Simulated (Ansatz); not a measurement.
# Stretching the linear La chain

Aim: how do moment and conductance of the linear La chain follow its length?

Program: Ansatz 0.2.0. Level of theory: DFT PBE, plane waves, PAW; relaxation of a chain's period, in the first sound run; inputs show where later runs differ. Results are calculated unless marked as measured.

## (1) The starting structure

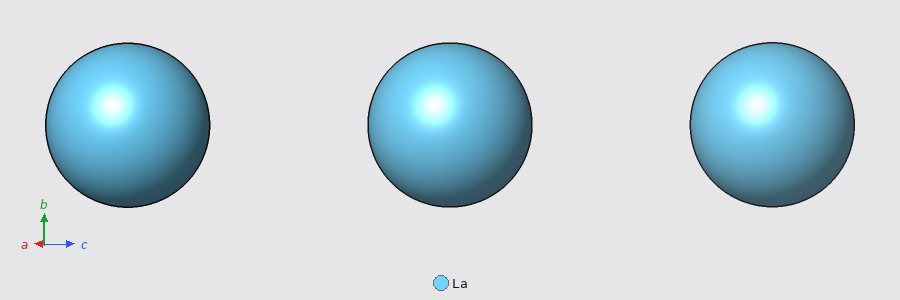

The starting structure, seen from the side, with the c axis across the page (lanthanum blue). 1×1×2 cells are drawn. Some periodic images of atoms are drawn too.

The cell holds 1 atom: 1 La. Cell: a = 12.000 Å, b = 12.000 Å, c = 3.850 Å, α = 90.0°, β = 90.0°, γ = 90.0°. Vacuum lies along a and b. The structure's axis is c.

## (2) Relaxation of atoms and period

Band widths follow the bond lengths, so the chain is relaxed first. The atoms and the third cell vector are free; the box across stays fixed as vacuum. Moments are seeded so that a magnetic state can form if it lies lower. A Fermi-Dirac smearing is set since the result may be a metal. The pressure printed is a third of the stress's trace over the whole box, vacuum included; only the stress along the axis is relaxed.

The input, input.yaml:

```yaml
crystal:
  lattice:
    - [12.0, 0.0, 0.0]
    - [0.0, 12.0, 0.0]
    - [0.0, 0.0, 3.8502]
  atoms:
    - { symbol: La, position: [0.5, 0.5, 0.0], spin: 1.0 }
magnetization:
  spin_polarized: true
kpoints:
  mp_grid: { grid: [1, 1, 21] }
scf:
  occupations: { method: fermi_dirac, width: 0.05 }
hamiltonian:
  xc: pbe
relax:
  cell: { fix: [a, b, alpha, beta, gamma] }
  max_steps: 60
```

Run with:

```sh
$ ansatz run input.yaml --threads 8 --pin off --max-ram 16384MiB --backend cpu --events-out ev --progress --plain --runs-dir out
```

Numbers of over 12 decimals in the logs are rounded to 6 here.

What it wrote:

```text
Engine: ansatz 0.2.0, aarch64-unknown-linux-gnu
Pseudopotentials: kind: paw
Pseudopotential: La, paw, valence charge 11, recommended cutoff 420 eV (normal), La.paw.azcp
Functional definition: PBE
  parameter kappa = 0.804
  parameter beta = 0.066725
  exchange = pbe_x(kappa = kappa, mu = beta*pi^2/3)
  correlation = pbe_c(beta = beta)
Crystal: 1 atoms, lattice volume = 554.429 Å³
Basis set: ecut = 420 eV, 10861 PW (Γ), exchange–correlation on 162×162×54 points (8 copies of the dense FFT grid, shifted against one another)
Bands: 10, of which v1, the nominal top of the filled ones, is band 6 counted from 1 (5 counted from 0)
Symmetry: 16 space group operations
Space group: P4/mmm (ITA 123), of the structure as read, at distance tolerance 8.2e-5 Å
Magnetic group: BNS 123.339 (UNI 999), of the structure as read, at distance tolerance 8.2e-5 Å
k-points: 11 of 21
Non-local potential: La, projectors of the file, l = 0: 3, l = 1: 2, l = 2: 2, l = 3: 3
PAW form: soft (Blöchl's): semilocal exchange-correlation on the pseudo side does not see the compensation charge
PAW one-centre angular grid: La, 590 points (default); XC on 64 Gauss nodes
Initial density: superposition of atomic densities (neutral atoms: chi_scale 0, normalization atom)
Starting moments: Σ|m| = 1 μB on 1 of 1 site
Initial wavefunctions: pseudopotential atomic-orbital guess
Functional: x = pbe(κ = 0.804, μ = 0.219515), c = pbe(β = 0.066725)
SCF iter   1: F=—  HF=-6247.589808 eV  |F-HF|=—  |Δ(HF+E_count)|=         —  Δρ=1.59e-2 (↑1.59e-2 ↓3.77e-3)  dr2=4.42e0  dr2_m=2.62e-1  M=1.560 μB ∫|m|=1.560 μB  β_m=0.30  ethr=3.10e-3  ⟨swp⟩=6.3  Hψ=2930  notcnv=0
Mixer restart at iter 1: flushing history
automatic band count: the SCF goes on with 14 bands, as 10 were too few: the levels above may hold too much charge
preconditioner: auto → LDOS  [metal: Δε(μ)=0.045 eV  Ē_g=1.083 eV  σ=0.050 eV  W_gap=0.22  n_scr=20 (ndim 8)  ℏωp=2.7 eV  f_vac=0.683  D(μ)=11.56/eV (n_scr^D=70)]
spin=Collinear: LDOS preconditioning applied to the charge; magnetization (m = ρ↑ − ρ↓) channel mixes plain (no charge-response kernel on spin).
SCF iter   2: F=—  HF=-6247.325243 eV  |F-HF|=—  |Δ(HF+E_count)|=   2.65e-1  Δρ=6.56e-3 (↑6.56e-3 ↓3.34e-3)  dr2=1.78e0  dr2_m=1.98e-2  M=1.489 μB ∫|m|=1.489 μB  β_m=0.46  ethr=3.10e-3  ⟨swp⟩=1.8  Hψ=537  notcnv=0
SCF iter   3: F=—  HF=-6247.173281 eV  |F-HF|=—  |Δ(HF+E_count)|=   1.52e-1  Δρ=3.31e-3 (↑3.31e-3 ↓2.46e-3)  dr2=4.55e-1  dr2_m=3.73e-3  M=1.651 μB ∫|m|=1.651 μB  β_m=0.50  ethr=3.10e-3  ⟨swp⟩=2.3  Hψ=612  notcnv=0
SCF iter   4: F=—  HF=-6247.148711 eV  |F-HF|=—  |Δ(HF+E_count)|=   2.46e-2  Δρ=1.95e-3 (↑1.30e-3 ↓1.95e-3)  dr2=2.69e-2  dr2_m=1.11e-2  M=1.762 μB ∫|m|=1.762 μB  β_m=0.65  ethr=3.10e-3  ⟨swp⟩=1.5  Hψ=380  notcnv=0
SCF iter   5: F=—  HF=-6247.177500 eV  |F-HF|=—  |Δ(HF+E_count)|=         —  Δρ=1.77e-3 (↑1.77e-3 ↓6.34e-4)  dr2=1.21e-2  dr2_m=6.51e-3  M=1.921 μB ∫|m|=1.921 μB  β_m=0.65  ethr=2.44e-4  ⟨swp⟩=2.8  Hψ=574  notcnv=0
SCF iter   6: F=—  HF=-6247.182350 eV  |F-HF|=—  |Δ(HF+E_count)|=   4.85e-3  Δρ=1.14e-3 (↑1.14e-3 ↓1.53e-4)  dr2=7.14e-3  dr2_m=1.63e-3  M=1.953 μB ∫|m|=1.953 μB  β_m=0.83  ethr=1.10e-4  ⟨swp⟩=2.4  Hψ=468  notcnv=0
SCF iter   7: F=—  HF=-6247.182991 eV  |F-HF|=—  |Δ(HF+E_count)|=   6.41e-4  Δρ=2.10e-4 (↑2.10e-4 ↓1.04e-4)  dr2=5.50e-4  dr2_m=2.17e-5  M=1.983 μB ∫|m|=1.983 μB  β_m=0.91  ethr=6.49e-5  ⟨swp⟩=2.7  Hψ=522  notcnv=0  defer=1
SCF iter   8: F=—  HF=-6247.183175 eV  |F-HF|=—  |Δ(HF+E_count)|=   1.85e-4  Δρ=1.66e-4 (↑1.66e-4 ↓1.85e-5)  dr2=2.77e-4  dr2_m=2.99e-5  M=1.996 μB ∫|m|=1.996 μB  β_m=0.96  ethr=5.00e-6  ⟨swp⟩=3.0  Hψ=590  notcnv=0
SCF iter   9: F=—  HF=-6247.183177 eV  |F-HF|=—  |Δ(HF+E_count)|=   2.12e-6  Δρ=1.23e-4 (↑1.23e-4 ↓2.28e-5)  dr2=1.34e-4  dr2_m=1.36e-5  M=1.997 μB ∫|m|=1.997 μB  β_m=0.94  ethr=2.52e-6  ⟨swp⟩=1.3  Hψ=338  notcnv=0
SCF iter  10: F=—  HF=-6247.183170 eV  |F-HF|=—  |Δ(HF+E_count)|=   7.43e-6  Δρ=4.89e-5 (↑4.89e-5 ↓8.70e-6)  dr2=2.16e-5  dr2_m=2.24e-6  M=1.997 μB ∫|m|=1.997 μB  β_m=0.97  ethr=1.22e-6  ⟨swp⟩=1.2  Hψ=321  notcnv=0
SCF iter  11: F=—  HF=-6247.183189 eV  |F-HF|=—  |Δ(HF+E_count)|=   1.89e-5  Δρ=7.75e-6 (↑7.75e-6 ↓1.76e-6)  dr2=3.95e-7  dr2_m=7.17e-8  M=1.996 μB ∫|m|=1.996 μB  β_m=0.99  ethr=1.97e-7  ⟨swp⟩=1.8  Hψ=359  notcnv=0
SCF iter  12: F=—  HF=-6247.183189 eV  |F-HF|=—  |Δ(HF+E_count)|=   7.86e-7  Δρ=4.08e-6 (↑4.08e-6 ↓8.59e-7)  dr2=1.02e-7  dr2_m=1.92e-8  M=1.996 μB ∫|m|=1.996 μB  β_m=0.99  ethr=3.59e-9  ⟨swp⟩=2.1  Hψ=497  notcnv=0
SCF iter  13: F=—  HF=-6247.183190 eV  |F-HF|=—  |Δ(HF+E_count)|=   3.26e-7  Δρ=1.10e-6 (↑1.10e-6 ↓4.63e-7)  dr2=1.04e-8  dr2_m=1.44e-9  M=1.996 μB ∫|m|=1.996 μB  β_m=1.00  ethr=9.28e-10  ⟨swp⟩=2.4  Hψ=504  notcnv=0
SCF iter  14: F=-6247.183190 eV  HF=-6247.183190 eV  |F-HF|=8.77e-10  |Δ(HF+E_count)|=   3.59e-8  Δρ=2.64e-7 (↑2.64e-7 ↓1.82e-7)  dr2=1.70e-9  dr2_m=1.45e-10  M=1.996 μB ∫|m|=1.996 μB  ethr=9.46e-11  ⟨swp⟩=1.8  Hψ=1034  notcnv=0
SCF 1 converged in 14 iterations: F = -6247.183190 eV  dr2 = 1.70e-9
  greatest PAW one-centre occupation: 0.973 electrons in one spin orbital (limit 2), on the La atom at site 0 (counted from 0), in its partial waves of l = 0
relax step   1: F+E_penalty+E_count = -6247.18318985 eV  Δ(F+E_penalty+E_count) = +0.000e0 eV  max|allowed force component| = 0.000e0 eV/Å  Δτ_max = 0.0000 Å  P = -0.294 GPa  Ω = 554.429 Å³  fix = [a, b, alpha, beta, gamma]  reactions: a -0.007, b -0.007 GPa  (14 SCF iters, dr2 threshold 1.00e-7 eV, accepted)
Crystal: 1 atoms, lattice volume = 540.608 Å³
Basis set: ecut = 420 eV, 10565 PW (Γ), exchange–correlation on 162×162×54 points (8 copies of the dense FFT grid, shifted against one another)
Bands: 14, of which v1, the nominal top of the filled ones, is band 6 counted from 1 (5 counted from 0)
Initial density: handed on by an earlier stage of this run
Starting moments: Σ|m| = 1 μB on 1 of 1 site; this step starts from the density that it was given
Initial wavefunctions: those handed on with the density
iter 1 solved again at ethr=4.22e-5 eV; its pass at ethr=3.10e-3 eV (dr2=4.64e-3 eV) is discarded
SCF iter   1: F=—  HF=-6247.254424 eV  |F-HF|=—  |Δ(HF+E_count)|=         —  Δρ=4.49e-4 (↑4.49e-4 ↓1.91e-4)  dr2=4.89e-3  dr2_m=1.88e-4  M=1.998 μB ∫|m|=1.998 μB  β_m=0.65  ethr=4.22e-5  ⟨swp⟩=1.4  Hψ=2502  notcnv=0
preconditioner: auto → LDOS  [metal: Δε(μ)=0.066 eV  Ē_g=1.234 eV  σ=0.050 eV  W_gap=0.32  n_scr=12 (ndim 8)  ℏωp=2.8 eV  f_vac=0.700  D(μ)=4.37/eV (n_scr^D=20)]
[...]
SCF iter  12: F=-6247.377929 eV  HF=-6247.377929 eV  |F-HF|=2.58e-9  |Δ(HF+E_count)|=   1.02e-7  Δρ=4.86e-7 (↑4.86e-7 ↓2.19e-7)  dr2=2.30e-9  dr2_m=3.22e-10  M=2.076 μB ∫|m|=2.076 μB  ethr=1.68e-10  ⟨swp⟩=2.5  Hψ=1073  notcnv=0
SCF 3 converged in 12 iterations: F = -6247.377929 eV  dr2 = 2.30e-9
relax step   3: F+E_penalty+E_count = -6247.37792885 eV  Δ(F+E_penalty+E_count) = -1.224e-1 eV  max|allowed force component| = 0.000e0 eV/Å  Δτ_max = 0.0000 Å  P = -0.218 GPa  Ω = 513.580 Å³  energy of the carried Pulay correction = +5.536e-5 eV  fix = [a, b, alpha, beta, gamma]  reactions: a -0.007, b -0.007 GPa  (12 SCF iters, dr2 threshold 1.00e-7 eV, accepted)
[...]
relax step   4: F+E_penalty+E_count = -6247.55969924 eV  Δ(F+E_penalty+E_count) = -1.818e-1 eV  max|allowed force component| = 0.000e0 eV/Å  Δτ_max = 0.0000 Å  P = -0.300 GPa  Ω = 485.858 Å³  energy of the carried Pulay correction = +9.597e-5 eV  fix = [a, b, alpha, beta, gamma]  reactions: a -0.009, b -0.009 GPa  (21 SCF iters, dr2 threshold 1.00e-7 eV, accepted)
[...]
relax step   5: F+E_penalty+E_count = -6247.69419796 eV  Δ(F+E_penalty+E_count) = -1.345e-1 eV  max|allowed force component| = 0.000e0 eV/Å  Δτ_max = 0.0000 Å  P = -0.230 GPa  Ω = 458.830 Å³  energy of the carried Pulay correction = +1.382e-4 eV  fix = [a, b, alpha, beta, gamma]  reactions: a -0.010, b -0.010 GPa  (10 SCF iters, dr2 threshold 1.00e-7 eV, accepted)
[...]
relax step   6: F+E_penalty+E_count = -6247.76749161 eV  Δ(F+E_penalty+E_count) = -7.329e-2 eV  max|allowed force component| = 0.000e0 eV/Å  Δτ_max = 0.0000 Å  P = -0.044 GPa  Ω = 431.611 Å³  energy of the carried Pulay correction = +1.834e-4 eV  fix = [a, b, alpha, beta, gamma]  reactions: a -0.010, b -0.010 GPa  (11 SCF iters, dr2 threshold 1.00e-7 eV, accepted)
[...]
relax step   7: F+E_penalty+E_count = -6247.76843118 eV  Δ(F+E_penalty+E_count) = -9.396e-4 eV  max|allowed force component| = 0.000e0 eV/Å  Δτ_max = 0.0000 Å  P = +0.012 GPa  Ω = 426.181 Å³  energy of the carried Pulay correction = +1.928e-4 eV  fix = [a, b, alpha, beta, gamma]  reactions: a -0.010, b -0.010 GPa  (14 SCF iters, dr2 threshold 3.10e-8 eV, accepted)
[...]
relax step   8: F+E_penalty+E_count = -6247.76875265 eV  Δ(F+E_penalty+E_count) = -3.215e-4 eV  max|allowed force component| = 0.000e0 eV/Å  Δτ_max = 0.0000 Å  P = -0.005 GPa  Ω = 427.884 Å³  energy of the carried Pulay correction = +1.898e-4 eV  fix = [a, b, alpha, beta, gamma]  reactions: a -0.010, b -0.010 GPa  (9 SCF iters, dr2 threshold 8.08e-9 eV, accepted)
Basis set: ecut = 420 eV, 8225 PW (Γ), exchange–correlation on 162×162×40 points (8 copies of the dense FFT grid, shifted against one another)
Initial wavefunctions: pseudopotential atomic-orbital guess (no wavefunctions were taken with the density)
iter 1 solved again at ethr=4.78e-7 eV; its pass at ethr=3.10e-3 eV (dr2=5.26e-5 eV) is discarded
SCF iter   1: F=—  HF=-6247.768376 eV  |F-HF|=—  |Δ(HF+E_count)|=         —  Δρ=1.62e-5 (↑1.62e-5 ↓1.62e-5)  dr2=5.66e-7  dr2_m=1.34e-12  M=-0.000 μB ∫|m|=0.000 μB  β_m=0.65  ethr=4.78e-7  ⟨swp⟩=3.4  Hψ=2582  notcnv=0
preconditioner: auto → LDOS  [metal: Δε(μ)=0.080 eV  Ē_g=1.793 eV  σ=0.050 eV  W_gap=0.36  n_scr=12 (ndim 8)  ℏωp=3.1 eV  f_vac=0.716  D(μ)=3.04/eV (n_scr^D=12)]
spin=Collinear: LDOS preconditioning applied to the charge; magnetization (m = ρ↑ − ρ↓) channel mixes plain (no charge-response kernel on spin).
SCF iter   2: F=—  HF=-6247.768413 eV  |F-HF|=—  |Δ(HF+E_count)|=   3.75e-5  Δρ=5.85e-6 (↑5.85e-6 ↓5.85e-6)  dr2=1.23e-7  dr2_m=1.14e-12  M=-0.000 μB ∫|m|=0.000 μB  β_m=0.58  ethr=5.14e-9  ⟨swp⟩=2.5  Hψ=439  notcnv=0
SCF iter   3: F=—  HF=-6247.768414 eV  |F-HF|=—  |Δ(HF+E_count)|=   4.38e-7  Δρ=1.39e-6 (↑1.38e-6 ↓1.39e-6)  dr2=2.09e-8  dr2_m=1.04e-12  M=-0.000 μB ∫|m|=0.000 μB  β_m=0.77  ethr=1.12e-9  ⟨swp⟩=2.3  Hψ=426  notcnv=0
SCF iter   4: F=—  HF=-6247.768414 eV  |F-HF|=—  |Δ(HF+E_count)|=   2.75e-8  Δρ=3.21e-7 (↑3.21e-7 ↓3.16e-7)  dr2=1.09e-9  dr2_m=8.02e-13  M=-0.000 μB ∫|m|=0.000 μB  β_m=0.85  ethr=1.90e-10  ⟨swp⟩=2.6  Hψ=454  notcnv=0
SCF iter   5: F=—  HF=-6247.768414 eV  |F-HF|=—  |Δ(HF+E_count)|=   2.95e-9  Δρ=4.97e-8 (↑4.43e-8 ↓4.97e-8)  dr2=3.84e-11  dr2_m=6.10e-13  M=-0.000 μB ∫|m|=0.000 μB  β_m=0.89  ethr=9.90e-12  ⟨swp⟩=2.5  Hψ=458  notcnv=0
SCF iter   6: F=-6247.768414 eV  HF=-6247.768414 eV  |F-HF|=4.55e-12  |Δ(HF+E_count)|=   1.28e-8  Δρ=1.38e-8 (↑1.06e-8 ↓1.38e-8)  dr2=1.76e-12  dr2_m=3.47e-13  M=-0.000 μB ∫|m|=0.000 μB  ethr=1.00e-12  ⟨swp⟩=4.1  Hψ=1156  notcnv=0
the starting moments were not kept: the SCF closed with an absolute magnetisation of 1.8e-5 μB, where they sum to 1 μB in size (1 site). That is at most 0.1 of that sum.
SCF 9 converged in 6 iterations: F = -6247.768414 eV  dr2 = 1.76e-12
relax step   9: F+E_penalty+E_count = -6247.76841384 eV  Δ(F+E_penalty+E_count) = +3.388e-4 eV  max|allowed force component| = 0.000e0 eV/Å  Δτ_max = 0.0000 Å  P = -0.005 GPa  Ω = 427.884 Å³  fix = [a, b, alpha, beta, gamma]  reactions: a -0.009, b -0.009 GPa  stress off target by 4.50e-3 GPa on what of the cell is left free  SCF on the basis re-selected at this cell (its energy is not comparable with the rows above)  (6 SCF iters)
basis re-selected at this cell: Δ(F+E_penalty+E_count) = +3.388e-4 eV, ΔP = +0.000 GPa vs the last step (what re-selecting the basis moved, of the pressure what is left beyond the Pulay correction that the steps carried, after the strain that the cell walked since its last selection, with what the two solves' SCF thresholds leave and, on support functions, any second-order correction that the steps lacked; it is no measure of the basis error at this ecutwfc). The dense FFT grid was sized anew with the basis: this SCF ran on 81×81×20 points, the steps before it on 81×81×27, so part of this shift can come from that change (see relax.cell in the input reference). [rest of the remark cut]
SCF converged after 6 iterations
Magnetization: -0.0000 μB (5.5000 up, 5.5000 down)
Absolute magnetization: 0.0000 μB (∫|ρ↑−ρ↓|, with the PAW one-centre terms)
Spin contamination: 0.0000 ħ² per cell (⟨S²⟩ above its minimum at these occupations)
Per-site moments (μB) at R_I (Å): [(-8.915669929286247e-6, 1.225710)]
Free energy (F): -6247.768414 eV
Harris-Foulkes:  -6247.768414 eV  (|F-HF|=4.55e-12)
Internal energy: -6247.745207 eV  (E = F + TS)
E sigma→0 (E₀):  -6247.756811 eV
Entropy (-TS):   -0.023206 eV (-23.206 meV/atom)
Fermi energy:    -1.640249 eV
--- Per-component energies (eV) ---
  E_band       = -188.237431
  E_kinetic    = 194.388993
  E_local      = -1661.303548  (includes V_loc(G=0)·N_el)
  E_nonlocal   = 95.234043
  E_hartree    = 695.997247
  E_xc         = -137.931472
  E_vxc        = -145.677810  (∫ρ·V_xc dr)
  E_paw        = -5416.189179  (= ΣΔE_a)
  E_vpaw       = -62.873652  (= ΣTr[D̂ρ^β])
  E_aug_tail   = -0.000000  (compensation charges beyond the density's cutoff)
  E_ewald      = -17.941291
  E_smearing   = -0.023206  (= −TS)
  E_closure    = -0.000000  (closes the sum)
  Σ components = -6247.768414   (vs F -6247.768414, Δ=0.00e0)
--- Forces (eV/Å), atoms counted from 1 ---
  atom   1  La     0.00000000     0.00000000     0.00000000
  max |Σ_I F_I| component: 1.51e-28 eV/Å
--- Stress (GPa, compression-positive) ---
       -0.009478       0.000000       0.000000
        0.000000      -0.009478      -0.000000
        0.000000      -0.000000       0.004500
  P = ⅓ Tr σ = -0.0048 GPa (-0.048 kbar)
--- Relaxed structure (8 steps of the walk, 8 accepted, 1 SCFs on fresh bases) ---
  F+E_penalty+E_count = -6247.76841384 eV   max|allowed force component| = 0.000e0 eV/Å   (the final SCF, on the basis selected at the relaxed cell)
  cell:  # Å, volume = 427.8842 Å³
    - [12.0, 0, 0]
    - [0, 12.0, 0]
    - [0, 0, 2.971418]
  atoms:
    - { symbol: La, position: [0.5, 0.5, 0] }
```

It took 24 s on 8 threads of Arm Neoverse V2, shared host; peak memory 0.98 GiB; 2.8 min of CPU time.

Step by step:

```
step  energy less that of the first step (eV)  largest force component (eV/Å)  pressure (GPa)  volume (Å³)
   1                                   0.0000                          0.0000           -0.29       554.43
   2                                  -0.0723                          0.0000           -0.27       540.61
   3                                  -0.1947                          0.0000           -0.22       513.58
   4                                  -0.3765                          0.0000           -0.30       485.86
   5                                  -0.5110                          0.0000           -0.23       458.83
   6                                  -0.5843                          0.0000           -0.04       431.61
   7                                  -0.5852                          0.0000            0.01       426.18
   8                                  -0.5856                          0.0000           -0.01       427.88
  9*                                  -0.5852                          0.0000            0.00       427.88
```

Relaxation steps marked * repeat the geometry before them on a plane-wave basis chosen anew for their cell, so energy and pressure can jump there.

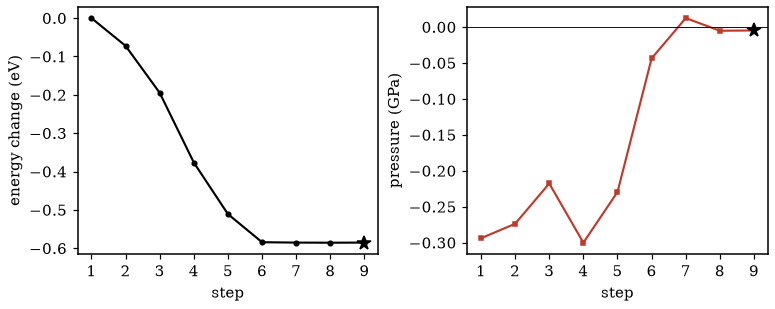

Energy and pressure along the relaxation. Stars mark steps on a basis chosen anew.

```
cell as run  before  after   change
      c (Å)   3.850  2.971  -22.8 %
```

Final coordinates:

```cif
data_structure
_symmetry_space_group_name_H-M 'P 1'
_symmetry_Int_Tables_number 1
_cell_length_a 12.0000
_cell_length_b 12.0000
_cell_length_c 2.9714
_cell_angle_alpha 90.000
_cell_angle_beta 90.000
_cell_angle_gamma 90.000
_cell_volume 427.88
loop_
_atom_site_label
_atom_site_type_symbol
_atom_site_fract_x
_atom_site_fract_y
_atom_site_fract_z
_atom_site_occupancy
La1 La 0.50000 0.50000 0.00000 1
```

This step gave:

| Quantity | Value |
| --- | --- |
| energy at zero smearing | -6247.7568 eV |
| cell length along the wire | 2.971 Å |

The cell's length comes to 2.971 Å with no moment. That is -23 % against the start, more than a small adjustment.

The cell shrank by 22.8 % in its periodic edges.

(Continued in part 2 of 3.)

[Logs are printed without paths, hosts, clocks, repeated set-up lines and the standing remarks that a program may print on its own settings, such as how far it seeks lower states.]

[Hosts, paths, dates, database ids (printed as entryN), source tags and the programs' standing remarks are cut or masked in the printed files.]
